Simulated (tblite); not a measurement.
# Run report: C$_{9}$H$_{20}$OSi, geometry relaxation

- system: C$_{9}$H$_{20}$OSi, SMILES C[Si](C)(C)OC1CCCCC1
- method: GFN2-xTB geometry optimisation, gas phase (tblite 0.8.0)

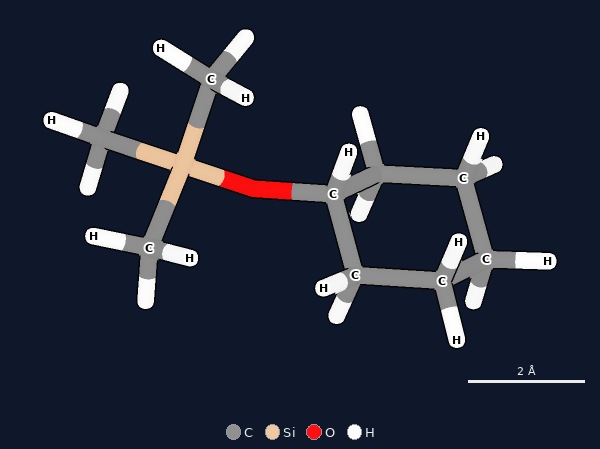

Fig. 1: The starting structure (stick view, seen at a tilt).

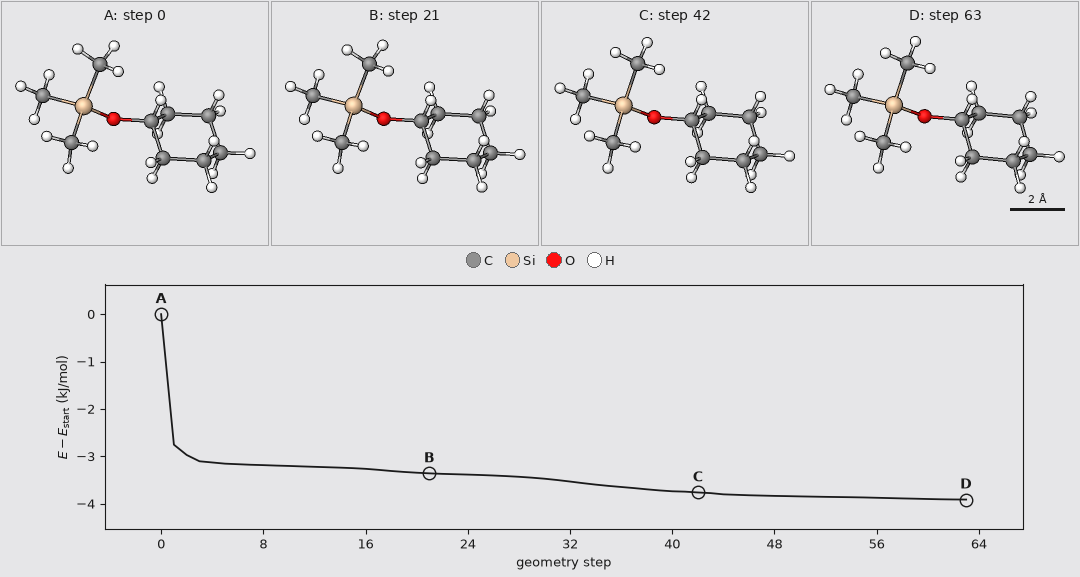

Fig. 2: Frames of the relaxation (ball-and-stick view, seen at a tilt) above the curves, on which the letters mark them (steps are counted from 0).

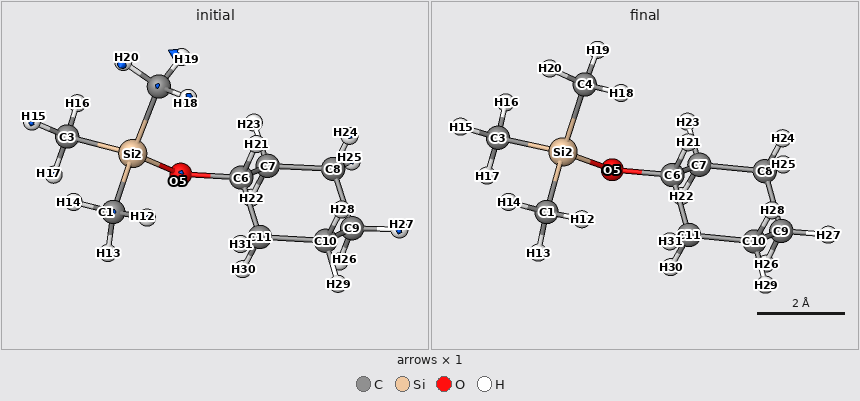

Fig. 3: Before (left) and after (right) the relaxation, at one scale (ball-and-stick view, seen at a tilt). The blue arrows give the displacements, at true length. The atom that moves furthest after the best rigid fit is H19 (0.37 Å). Largest moves by element: H 0.37 Å, C 0.11 Å, O 0.11 Å, Si 0.04 Å. Among the contacts that change: Si2–C3 1.918 → 1.898 Å, C7–H23 1.109 → 1.091 Å, C4–H18 1.073 → 1.087 Å, C3–H16 1.096 → 1.085 Å. After 63 geometry steps the energy has fallen by 3.91 kJ/mol. Largest force component: 0.63 eV/Å at the start, 0.007 eV/Å at the end. (Atoms are counted from 1 in the order of the input.)

The input and output of the run follow.

## Input
```
{"job": {"kind": "relax", "xc": "GFN2-xTB", "basis": "xTB"}, "charge": 0, "multiplicity": 1}
C      2.584500    -0.286700    -1.850200
Si     2.151800    -0.259600     0.006400
C      3.170100    -1.594400     0.932800
C      2.497900     1.493900     0.694500
O      0.615900    -0.711000     0.327200
C     -0.577600     0.034100     0.239800
C     -1.540100    -0.478700     1.302100
C     -2.848700     0.294900     1.257300
C     -3.481200     0.176400    -0.130600
C     -2.525000     0.671500    -1.201800
C     -1.204400    -0.093000    -1.145600
H      2.149100     0.562700    -2.377600
H      2.188700    -1.183500    -2.311000
H      3.653300    -0.263900    -2.014400
H      4.221100    -1.403700     0.815400
H      2.937100    -1.604700     2.003800
H      2.948100    -2.575500     0.539500
H      2.127900     2.251900     0.031600
H      2.005600     1.627900     1.668300
H      3.562700     1.671300     0.858900
H     -0.356100     1.099800     0.445500
H     -1.719000    -1.540900     1.124600
H     -1.069800    -0.374700     2.300900
H     -2.672000     1.334200     1.484300
H     -3.540600    -0.095400     2.009900
H     -3.752800    -0.864500    -0.323600
H     -4.406100     0.768800    -0.163800
H     -2.328200     1.738600    -1.053600
H     -2.968700     0.549800    -2.195200
H     -1.365400    -1.149200    -1.343200
H     -0.494200     0.291800    -1.888200
```

The first line tells a small driver script what to run in tblite; the rest is the geometry in Å.

Launch command:
```bash
OMP_NUM_THREADS=2 python <driver script> task.json out
```

## What the program printed
```
step      E/eV     max force
  0    -961.17769    0.737
  1    -961.20623    0.213
  2    -961.20848    0.089
  3    -961.20986    0.050
  4    -961.21012    0.040
  5    -961.21038    0.026
  6    -961.21050    0.020
  7    -961.21062    0.023
  8    -961.21070    0.022
  9    -961.21080    0.025
 10    -961.21088    0.024
 11    -961.21098    0.021
 12    -961.21107    0.022
 13    -961.21116    0.021
 14    -961.21125    0.021
 15    -961.21136    0.024
 16    -961.21151    0.036
 17    -961.21173    0.040
 18    -961.21198    0.031
 19    -961.21219    0.027
 20    -961.21236    0.030
 21    -961.21250    0.030
 22    -961.21261    0.019
 23    -961.21269    0.018
 24    -961.21277    0.020
 25    -961.21286    0.027
 26    -961.21297    0.026
 27    -961.21310    0.023
 28    -961.21325    0.027
 29    -961.21344    0.034
 30    -961.21367    0.045
 31    -961.21396    0.041
 32    -961.21429    0.042
 33    -961.21464    0.042
 34    -961.21496    0.037
 35    -961.21524    0.039
 36    -961.21548    0.031
 37    -961.21572    0.030
 38    -961.21599    0.029
 39    -961.21623    0.034
 40    -961.21642    0.026
 41    -961.21650    0.036
 42    -961.21668    0.027
 43    -961.21682    0.022
 44    -961.21709    0.021
 45    -961.21719    0.018
 46    -961.21729    0.019
 47    -961.21736    0.016
 48    -961.21743    0.014
 49    -961.21748    0.015
 50    -961.21754    0.014
 51    -961.21759    0.014
 52    -961.21764    0.015
 53    -961.21768    0.015
 54    -961.21772    0.013
 55    -961.21777    0.015
 56    -961.21784    0.016
 57    -961.21791    0.016
 58    -961.21798    0.016
 59    -961.21804    0.016
 60    -961.21811    0.016
 61    -961.21817    0.015
 62    -961.21821    0.011
 63    -961.21823    0.009
```

## Trajectory as extended XYZ (Å, eV, eV/Å), 3 of the 64 frames kept, from step=0 to step=63
```
31
Properties=species:S:1:pos:R:3:forces:R:3 step=0 energy=-961.17769
C     2.5845   -0.2867   -1.8502   -0.2470   0.1690  -0.0220
Si    2.1518   -0.2596    0.0064    0.2170  -0.1970   0.3910
C     3.1701   -1.5944    0.9328   -0.5900   0.3440   0.2070
C     2.4979    1.4939    0.6945    0.1640  -0.3420   0.6320
O     0.6159   -0.7110    0.3272   -0.0450   0.1170  -0.0960
C    -0.5776    0.0341    0.2398    0.2350   0.2060   0.1230
C    -1.5401   -0.4787    1.3021    0.1710  -0.0120   0.5700
C    -2.8487    0.2949    1.2573   -0.3050  -0.4460  -0.1690
C    -3.4812    0.1764   -0.1306   -0.3350   0.1190   0.1450
C    -2.5250    0.6715   -1.2018    0.1800   0.0510  -0.2400
C    -1.2044   -0.0930   -1.1456    0.1850   0.2080  -0.0020
H     2.1491    0.5627   -2.3776    0.0810  -0.0580   0.0180
H     2.1887   -1.1835   -2.3110    0.0310  -0.1050  -0.0840
H     3.6533   -0.2639   -2.0144    0.0770  -0.0070  -0.0240
H     4.2211   -1.4037    0.8154    0.2920  -0.0050  -0.0090
H     2.9371   -1.6047    2.0038    0.1010   0.0080  -0.3460
H     2.9481   -2.5755    0.5395    0.0280  -0.1320  -0.0270
H     2.1279    2.2519    0.0316   -0.1010   0.3510  -0.2340
H     2.0056    1.6279    1.6683    0.1340  -0.0410  -0.3330
H     3.5627    1.6713    0.8589   -0.2130  -0.0170  -0.1130
H    -0.3561    1.0998    0.4455   -0.0380  -0.2250  -0.0880
H    -1.7190   -1.5409    1.1246    0.0030   0.0210   0.0260
H    -1.0698   -0.3747    2.3009   -0.1750  -0.0800  -0.4620
H    -2.6720    1.3342    1.4843    0.1210   0.4210   0.0650
H    -3.5406   -0.0954    2.0099    0.0570  -0.0060  -0.0370
H    -3.7528   -0.8645   -0.3236    0.0690   0.0220   0.0070
H    -4.4061    0.7688   -0.1638    0.1370  -0.1070   0.0100
H    -2.3282    1.7386   -1.0536   -0.0200  -0.0770   0.0060
H    -2.9687    0.5498   -2.1952   -0.0070   0.0190   0.0880
H    -1.3654   -1.1492   -1.3432   -0.0480  -0.1310  -0.0830
H    -0.4942    0.2918   -1.8882   -0.1590  -0.0680   0.0810
31
Properties=species:S:1:pos:R:3:forces:R:3 step=32 energy=-961.21429
C     2.5509   -0.2742   -1.8408   -0.0080   0.0020   0.0000
Si    2.1545   -0.2610    0.0297   -0.0030  -0.0180  -0.0160
C     3.1560   -1.5960    0.9343   -0.0090   0.0170  -0.0060
C     2.5448    1.4834    0.7054    0.0040  -0.0130   0.0010
O     0.6142   -0.6911    0.3495    0.0070   0.0070   0.0200
C    -0.5783    0.0465    0.2559    0.0140  -0.0010  -0.0080
C    -1.5543   -0.4673    1.3146    0.0270  -0.0060  -0.0080
C    -2.8764    0.2893    1.2387    0.0210  -0.0110   0.0200
C    -3.4901    0.1544   -0.1515   -0.0060   0.0050   0.0270
C    -2.5149    0.6708   -1.2042   -0.0330   0.0090  -0.0060
C    -1.1958   -0.0906   -1.1346   -0.0130   0.0210  -0.0060
H     2.0891    0.5608   -2.3619    0.0000  -0.0060  -0.0030
H     2.1932   -1.1880   -2.3072    0.0050   0.0060   0.0000
H     3.6200   -0.2135   -2.0202   -0.0140  -0.0050   0.0080
H     4.2184   -1.4312    0.7913    0.0020  -0.0160   0.0080
H     2.9573   -1.5885    2.0009    0.0110  -0.0090  -0.0030
H     2.9216   -2.5878    0.5628   -0.0030   0.0120   0.0010
H     2.1109    2.2592    0.0794    0.0060   0.0030   0.0190
H     2.1484    1.6100    1.7096    0.0070   0.0030  -0.0110
H     3.6137    1.6646    0.7513   -0.0090   0.0180  -0.0020
H    -0.3636    1.1080    0.4457   -0.0060  -0.0130   0.0130
H    -1.7176   -1.5326    1.1404   -0.0060   0.0060   0.0060
H    -1.1009   -0.3554    2.3011   -0.0090   0.0050  -0.0080
H    -2.6975    1.3454    1.4538   -0.0140   0.0040   0.0000
H    -3.5628   -0.0948    1.9951   -0.0190  -0.0090  -0.0060
H    -3.7187   -0.8954   -0.3493    0.0110   0.0140   0.0040
H    -4.4246    0.7168   -0.2025   -0.0040   0.0010   0.0020
H    -2.3255    1.7326   -1.0281   -0.0050   0.0030  -0.0110
H    -2.9507    0.5695   -2.1993    0.0000  -0.0140  -0.0270
H    -1.3603   -1.1508   -1.3376    0.0140   0.0180  -0.0110
H    -0.4974    0.2954   -1.8784    0.0290  -0.0300   0.0030
31
Properties=species:S:1:pos:R:3:forces:R:3 step=63 energy=-961.21823
C     2.5077   -0.2676   -1.8343    0.0010  -0.0010  -0.0040
Si    2.1541   -0.2451    0.0441    0.0030   0.0060  -0.0020
C     3.1404   -1.6095    0.9195    0.0000   0.0000   0.0000
C     2.6045    1.4869    0.7137    0.0030   0.0070   0.0050
O     0.6171   -0.6449    0.4103    0.0030  -0.0040   0.0020
C    -0.5810    0.0779    0.2869    0.0020  -0.0040   0.0020
C    -1.5686   -0.4491    1.3274   -0.0020   0.0010   0.0000
C    -2.9033    0.2807    1.2231   -0.0030   0.0000  -0.0010
C    -3.4862    0.1319   -0.1789    0.0000   0.0000  -0.0010
C    -2.5033    0.6558   -1.2219   -0.0010   0.0010   0.0010
C    -1.1674   -0.0733   -1.1161   -0.0020   0.0010   0.0030
H     2.0103    0.5451   -2.3575    0.0050   0.0030   0.0040
H     2.1711   -1.1983   -2.2824   -0.0040   0.0010  -0.0030
H     3.5706   -0.1765   -2.0347    0.0000  -0.0020  -0.0040
H     4.2021   -1.4938    0.7313    0.0010  -0.0030   0.0010
H     2.9884   -1.5868    1.9933    0.0050  -0.0010   0.0020
H     2.8470   -2.5926    0.5679    0.0020  -0.0020  -0.0010
H     2.0682    2.2720    0.1863    0.0020  -0.0070  -0.0020
H     2.3553    1.5740    1.7680    0.0040  -0.0020  -0.0050
H     3.6644    1.6961    0.6105   -0.0070   0.0020   0.0020
H    -0.3839    1.1420    0.4807   -0.0040  -0.0030   0.0000
H    -1.7096   -1.5176    1.1538    0.0010   0.0020   0.0070
H    -1.1376   -0.3246    2.3221   -0.0040  -0.0010  -0.0020
H    -2.7539    1.3405    1.4430   -0.0040   0.0000   0.0010
H    -3.6001   -0.1209    1.9612   -0.0020   0.0050   0.0040
H    -3.6923   -0.9226   -0.3741   -0.0030   0.0020  -0.0020
H    -4.4292    0.6780   -0.2493    0.0020  -0.0050  -0.0040
H    -2.3441    1.7252   -1.0634    0.0000   0.0010   0.0000
H    -2.9167    0.5238   -2.2238    0.0040   0.0000   0.0000
H    -1.3034   -1.1375   -1.3181    0.0040   0.0030  -0.0050
H    -0.4567    0.3193   -1.8448   -0.0050  -0.0020   0.0010
```

## Key numbers

- outcome: converged
- total energy: −961.2182 eV
- hardware: 2 CPU threads, shared host
- wall time: 1.2 s (CPU time 2.3 s)
- peak memory: 0.18 GiB
